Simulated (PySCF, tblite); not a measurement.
# C₇H₈O₂: a rotation path, then NMR shifts on frames, part 2 of 2

tblite 0.8.0 and PySCF 2.14.0. Atoms count from 0. Earlier steps stand in the parts before.

### Step 5. Shielding tensors: image 5, PBE0/pcSseg-1

What the job is given:

```
{"job": {"kind": "nmr", "xc": "PBE0", "basis": "pcSseg-1", "pop": false}, "charge": 0, "multiplicity": 1}
O      2.603900     1.585500    -0.635500
C      2.670700     0.425700    -0.352700
O      1.698800    -0.435700    -0.133700
C      0.328800    -0.100300    -0.175600
C     -0.542500    -1.255500    -0.641900
C     -1.773500    -1.128600     0.209800
C     -1.669500    -0.165300     1.117100
C     -0.398100     0.576200     0.972400
C     -0.226400     1.275200    -0.357300
H      3.628300    -0.113500    -0.225900
H     -0.029100    -2.202000    -0.453600
H     -0.761300    -1.200200    -1.709500
H     -2.615700    -1.781700     0.065800
H     -2.397200     0.089800     1.866900
H      0.114700     0.963800     1.839000
H      0.459500     2.104100    -0.407600
H     -1.098600     1.374500    -0.987700
```

Method: GIAO PBE0/pcSseg-1 NMR shielding, non-relativistic, gas phase.

Standard output:

```text
coarse grid: 14736 points
cycle   1  E = -421.1971048078  dE =  1.850e+00  |g| = 8.803e-01  |ddm| = 3.831e+00
cycle   2  E = -420.8766120989  dE =  3.205e-01  |g| = 1.577e+00  |ddm| = 1.521e+00
cycle   3  E = -421.3325755710  dE = -4.560e-01  |g| = 2.919e-01  |ddm| = 1.108e+00
cycle   4  E = -421.3478665533  dE = -1.529e-02  |g| = 8.044e-02  |ddm| = 2.374e-01
cycle   5  E = -421.3488362521  dE = -9.697e-04  |g| = 2.481e-02  |ddm| = 5.173e-02
cycle   6  E = -421.3489615812  dE = -1.253e-04  |g| = 5.764e-03  |ddm| = 2.110e-02
cycle   7  E = -421.3489686010  dE = -7.020e-06  |g| = 1.437e-03  |ddm| = 6.811e-03
final grid: 143848 points
cycle   8  E = -421.4244777536  dE = -3.512e-05  |g| = 1.316e-02  |ddm| = 3.895e-02
cycle   9  E = -421.4244375311  dE =  4.022e-05  |g| = 1.985e-02  |ddm| = 2.232e-02
cycle  10  E = -421.4245107914  dE = -7.326e-05  |g| = 2.024e-03  |ddm| = 1.324e-02
cycle  11  E = -421.4245115527  dE = -7.612e-07  |g| = 5.039e-04  |ddm| = 1.500e-03
cycle  12  E = -421.4245115930  dE = -4.035e-08  |g| = 1.773e-04  |ddm| = 4.506e-04
cycle  13  E = -421.4245115991  dE = -6.114e-09  |g| = 4.609e-05  |ddm| = 1.734e-04
cycle  14  E = -421.4245115995  dE = -4.025e-10  |g| = 1.821e-05  |ddm| = 5.445e-05
converged SCF energy = -421.4245115995

GIAO shielding tensors (ppm)
atom      isotropic    diamagn.    paramagn.     s11        s22        s33       span
  0 O     -107.815     402.636    -510.451   -406.910   -203.519    286.984    693.894
  1 C       22.204     243.949    -221.745    -80.049     69.385     77.276    157.325
  2 O      125.296     399.367    -274.071    -53.200    195.014    234.074    287.274
  3 C      117.621     248.553    -130.932     70.039     96.249    186.575    116.537
  4 C      140.346     246.367    -106.021    116.070    144.182    160.787     44.717
  5 C       53.210     255.640    -202.429    -54.389     69.137    144.883    199.272
  6 C       42.454     252.607    -210.152    -62.052     46.330    143.086    205.138
  7 C      153.838     253.695     -99.857    111.765    149.467    200.283     88.519
  8 C      156.925     254.151     -97.225    128.975    151.120    190.681     61.706
  9 H       23.691      25.310      -1.619     18.505     23.848     28.720     10.215
 10 H       28.625      29.835      -1.210     24.444     27.010     34.423      9.979
 11 H       28.866      29.846      -0.980     24.968     27.250     34.382      9.414
 12 H       26.185      30.353      -4.168     24.313     25.658     28.584      4.271
 13 H       25.406      30.756      -5.350     23.949     25.657     26.613      2.664
 14 H       29.598      32.847      -3.249     23.983     27.835     36.975     12.992
 15 H       27.706      32.742      -5.035     20.990     26.002     36.128     15.138
 16 H       31.445      32.261      -0.816     25.898     29.523     38.914     13.016
```

It took 83 s on 1 thread of Intel Xeon at 2.50GHz, shared host; peak memory 0.88 GiB.

This run: δ C1 164.7, C6 144.5, C5 133.7, C3 69.3, H9 8.03, H13 6.31 ppm.

### Step 6. NMR shieldings: image 6, PBE0/pcSseg-1

What the job is given:

```
{"job": {"kind": "nmr", "xc": "PBE0", "basis": "pcSseg-1", "pop": false}, "charge": 0, "multiplicity": 1}
O      2.591600     1.626700    -0.190700
C      2.661000     0.434200    -0.252100
O      1.688200    -0.451300    -0.293100
C      0.320500    -0.109500    -0.244900
C     -0.569300    -1.270400    -0.657100
C     -1.762700    -1.131300     0.244300
C     -1.621700    -0.151300     1.128400
C     -0.359200     0.589600     0.916300
C     -0.244800     1.261600    -0.434600
H      3.619100    -0.117600    -0.281700
H     -0.047100    -2.214200    -0.481300
H     -0.833500    -1.226300    -1.714800
H     -2.608900    -1.787800     0.147200
H     -2.317900     0.117100     1.903200
H      0.183500     1.003900     1.751600
H      0.435500     2.092300    -0.518400
H     -1.141100     1.346300    -1.032200
```

Method: GIAO PBE0/pcSseg-1 NMR shielding, non-relativistic, gas phase.

Standard output:

```text
coarse grid: 14736 points
cycle   1  E = -421.1989786271  dE =  1.852e+00  |g| = 8.781e-01  |ddm| = 3.836e+00
cycle   2  E = -420.8817507925  dE =  3.172e-01  |g| = 1.570e+00  |ddm| = 1.529e+00
cycle   3  E = -421.3338460004  dE = -4.521e-01  |g| = 2.905e-01  |ddm| = 1.117e+00
cycle   4  E = -421.3489927038  dE = -1.515e-02  |g| = 7.984e-02  |ddm| = 2.383e-01
cycle   5  E = -421.3499446921  dE = -9.520e-04  |g| = 2.492e-02  |ddm| = 5.189e-02
cycle   6  E = -421.3500710006  dE = -1.263e-04  |g| = 5.817e-03  |ddm| = 2.150e-02
cycle   7  E = -421.3500781378  dE = -7.137e-06  |g| = 1.542e-03  |ddm| = 7.083e-03
final grid: 143848 points
cycle   8  E = -421.4256726492  dE = -3.370e-05  |g| = 1.351e-02  |ddm| = 3.852e-02
cycle   9  E = -421.4256287516  dE =  4.390e-05  |g| = 2.053e-02  |ddm| = 2.342e-02
cycle  10  E = -421.4257074413  dE = -7.869e-05  |g| = 2.086e-03  |ddm| = 1.402e-02
cycle  11  E = -421.4257082583  dE = -8.170e-07  |g| = 5.083e-04  |ddm| = 1.563e-03
cycle  12  E = -421.4257082993  dE = -4.097e-08  |g| = 1.805e-04  |ddm| = 4.626e-04
cycle  13  E = -421.4257083056  dE = -6.293e-09  |g| = 4.992e-05  |ddm| = 1.779e-04
cycle  14  E = -421.4257083061  dE = -4.919e-10  |g| = 1.966e-05  |ddm| = 5.857e-05
converged SCF energy = -421.4257083061

GIAO shielding tensors (ppm)
atom      isotropic    diamagn.    paramagn.     s11        s22        s33       span
  0 O     -111.693     403.311    -515.004   -407.298   -211.061    283.278    690.576
  1 C       22.125     244.094    -221.969    -79.727     70.621     75.481    155.208
  2 O      124.373     399.253    -274.880    -52.515    197.021    228.615    281.130
  3 C      116.004     248.508    -132.504     69.472     93.043    185.496    116.025
  4 C      140.215     246.497    -106.282    115.995    144.160    160.490     44.494
  5 C       53.277     255.579    -202.301    -55.067     68.906    145.994    201.061
  6 C       42.592     252.487    -209.896    -62.005     46.940    142.840    204.845
  7 C      154.875     253.870     -98.995    117.279    148.717    198.629     81.350
  8 C      159.334     254.435     -95.101    128.953    154.136    194.913     65.959
  9 H       23.707      25.281      -1.574     18.567     23.774     28.781     10.214
 10 H       28.622      29.857      -1.234     24.367     27.013     34.487     10.121
 11 H       28.858      29.756      -0.897     24.977     27.165     34.433      9.456
 12 H       26.155      30.393      -4.238     24.289     25.644     28.532      4.243
 13 H       25.402      30.827      -5.425     23.876     25.683     26.647      2.771
 14 H       29.292      33.017      -3.725     23.522     27.794     36.561     13.039
 15 H       27.713      32.715      -5.002     20.721     26.360     36.059     15.339
 16 H       31.701      32.359      -0.658     25.951     29.697     39.455     13.504
```

It took 90 s on 1 thread of Intel Xeon at 2.50GHz, shared host; peak memory 0.88 GiB.

Key values: δ C1 164.8, C6 144.3, C5 133.6, C3 70.9, H9 8.01, H13 6.31 ppm.

### Step 7. Shielding tensors: image 8, PBE0/pcSseg-1

What the job is given:

```
{"job": {"kind": "nmr", "xc": "PBE0", "basis": "pcSseg-1", "pop": false}, "charge": 0, "multiplicity": 1}
O      2.517900     1.461600     0.459800
C      2.624800     0.409800    -0.099400
O      1.673600    -0.396500    -0.523400
C      0.305000    -0.101400    -0.349300
C     -0.595800    -1.281200    -0.680700
C     -1.721500    -1.144500     0.304500
C     -1.547300    -0.126500     1.137500
C     -0.313900     0.627800     0.824600
C     -0.274600     1.262600    -0.549500
H      3.595000    -0.056700    -0.350600
H     -0.054900    -2.220000    -0.540400
H     -0.948900    -1.250800    -1.713100
H     -2.550400    -1.830000     0.300400
H     -2.195600     0.154900     1.947900
H      0.262900     1.078500     1.616100
H      0.410000     2.085300    -0.682400
H     -1.193300     1.339100    -1.112100
```

Method: GIAO PBE0/pcSseg-1 NMR shielding, non-relativistic, gas phase.

Standard output:

```text
coarse grid: 14736 points
cycle   1  E = -421.2021450889  dE =  1.847e+00  |g| = 8.766e-01  |ddm| = 3.841e+00
cycle   2  E = -420.8878424034  dE =  3.143e-01  |g| = 1.565e+00  |ddm| = 1.528e+00
cycle   3  E = -421.3366605310  dE = -4.488e-01  |g| = 2.892e-01  |ddm| = 1.116e+00
cycle   4  E = -421.3516613717  dE = -1.500e-02  |g| = 7.979e-02  |ddm| = 2.390e-01
cycle   5  E = -421.3526120745  dE = -9.507e-04  |g| = 2.497e-02  |ddm| = 5.255e-02
cycle   6  E = -421.3527392496  dE = -1.272e-04  |g| = 5.877e-03  |ddm| = 2.195e-02
cycle   7  E = -421.3527465239  dE = -7.274e-06  |g| = 1.679e-03  |ddm| = 7.408e-03
final grid: 143848 points
cycle   8  E = -421.4281185436  dE = -3.384e-05  |g| = 1.376e-02  |ddm| = 4.280e-02
cycle   9  E = -421.4280725387  dE =  4.600e-05  |g| = 2.095e-02  |ddm| = 2.494e-02
cycle  10  E = -421.4281549842  dE = -8.245e-05  |g| = 2.030e-03  |ddm| = 1.478e-02
cycle  11  E = -421.4281557699  dE = -7.858e-07  |g| = 5.072e-04  |ddm| = 1.548e-03
cycle  12  E = -421.4281558095  dE = -3.955e-08  |g| = 1.954e-04  |ddm| = 4.699e-04
cycle  13  E = -421.4281558168  dE = -7.343e-09  |g| = 5.180e-05  |ddm| = 1.832e-04
cycle  14  E = -421.4281558174  dE = -5.255e-10  |g| = 2.103e-05  |ddm| = 6.148e-05
converged SCF energy = -421.4281558174

GIAO shielding tensors (ppm)
atom      isotropic    diamagn.    paramagn.     s11        s22        s33       span
  0 O     -112.746     403.894    -516.640   -405.277   -219.034    286.072    691.348
  1 C       22.859     244.577    -221.718    -79.700     71.967     76.309    156.009
  2 O      120.396     399.287    -278.891    -52.262    190.943    222.506    274.768
  3 C      115.791     248.673    -132.881     71.532     90.644    185.198    113.666
  4 C      140.545     246.587    -106.042    117.153    143.879    160.603     43.450
  5 C       52.401     255.480    -203.080    -57.301     67.764    146.740    204.041
  6 C       43.177     252.567    -209.390    -61.394     48.286    142.639    204.032
  7 C      154.342     254.136     -99.794    117.057    148.332    197.638     80.581
  8 C      162.618     254.004     -91.387    133.419    159.503    194.931     61.512
  9 H       23.781      25.370      -1.590     18.637     23.744     28.961     10.323
 10 H       28.659      29.908      -1.249     24.320     27.031     34.625     10.305
 11 H       28.799      29.595      -0.795     24.939     26.992     34.467      9.528
 12 H       26.061      30.469      -4.408     24.167     25.568     28.447      4.280
 13 H       25.463      30.992      -5.529     23.897     25.786     26.705      2.808
 14 H       28.320      33.250      -4.931     21.644     27.455     35.860     14.217
 15 H       29.013      32.585      -3.573     23.111     27.835     36.093     12.982
 16 H       31.716      32.240      -0.524     25.962     29.578     39.609     13.646
```

It took 78 s on 1 thread of Intel Xeon at 2.50GHz, shared host; peak memory 0.88 GiB.

In short: δ C1 164.1, C6 143.7, C5 134.5, C3 71.1, H9 7.94, H13 6.25 ppm.

### Step 8. Comparing the runs: NMR shifts

Shifts (ppm) of some atoms, chosen among heavy atoms and hydrogens apart, with basis size and wall time:

| frame | C5 | C3 | C8 | H14 | H15 | O0 | O2 | functions | time |
| --- | --- | --- | --- | --- | --- | --- | --- | --- | --- |
| image 0 | 138.3 | 67.6 | 27.7 | 2.33 | 1.36 | 457.6 | 239.7 | 193 | 95 s |
| image 2 | 136.1 | 65.4 | 28.9 | 2.14 | 1.75 | 455.0 | 229.9 | 193 | 82 s |
| image 5 | 133.7 | 69.3 | 30.0 | 2.12 | 4.01 | 443.9 | 210.8 | 193 | 83 s |
| image 6 | 133.6 | 70.9 | 27.6 | 2.42 | 4.00 | 447.8 | 211.7 | 193 | 90 s |
| image 8 | 134.5 | 71.1 | 24.3 | 3.40 | 2.70 | 448.8 | 215.7 | 193 | 78 s |

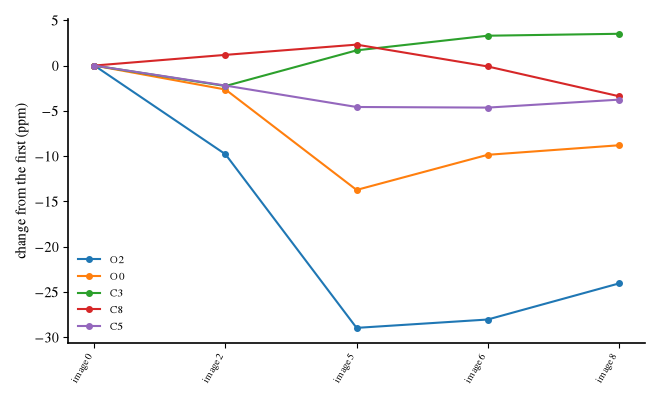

How five of the tabulated atoms move from run to run.

### Step 9. Outcome

This closing draws on all 2 parts.

| quantity | value |
| --- | --- |
| barrier | 0.053 eV (1.2 kcal/mol) at image 5 |
| end to end (GFN2-xTB) | 0.001 eV |
| 13C shifts against TMS (PBE0/pcSseg-1, image 0) | 166.6, 142.2, 138.3, 67.6, 46.0, 33.0, 27.7 ppm |
| 1H shifts against TMS (PBE0/pcSseg-1, image 0) | 8.12, 6.26, 5.79, 3.45, 2.81, 2.33, 1.36, 0.33 ppm |
| 17O shifts against H2O (PBE0/pcSseg-1, image 0) | 457.6, 239.7 ppm |
| range of the shift of O2 | 210.8 to 239.7 ppm |

**Reading.** Along the band the dihedral turns by 127°, and the top (dihedral -5°) lies 1.2 kcal/mol above the start (GFN2-xTB, rough), so at room temperature this motion is fast. The top was not checked by a frequency run. Shifts at one fixed geometry are not the observed spectrum, which averages over the motion. In the first frame run (image 0): Shielding is most anisotropic at O0 (span 699 ppm, paramagnetic term -524 ppm). Across the 5 runs the shift of O2 moves most, between 210.8 (image 5) and 239.7 ppm (image 0).
